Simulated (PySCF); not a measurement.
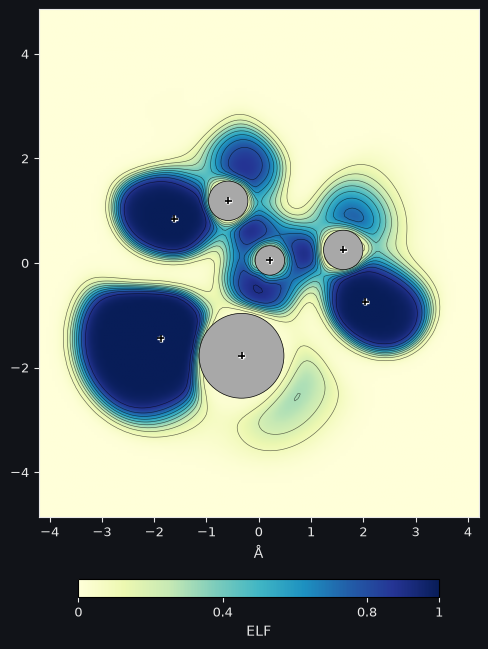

The electron localisation function on a plane through atoms (crosses mark nuclei in the plane; grey discs cover the cores).

Level of theory: PBE0/pcSseg-1, SCF density, gas phase, non-relativistic (PySCF 2.14.0).

Candidates:
A. C7H11OP
B. C2HClN2S (SMILES Clc1ncsn1)
C. C3H8AlF3O (SMILES C[O+]([AlH3-])CC(F)(F)F)

Q: Which system is this?

A: Candidate C: C3H8AlF3O on the plane of atoms O2, Al3 and H13, which holds C, O, Al and H. C–O (1.40 Å): the ELF peaks at about 0.90 between the atoms, as expected for a shared but strongly polarised pair. Al–O (1.90 Å): the ELF peaks at about 0.90 in the valence shell of O, 0.6 Å from its nucleus, and is about 0.40 at the midpoint.
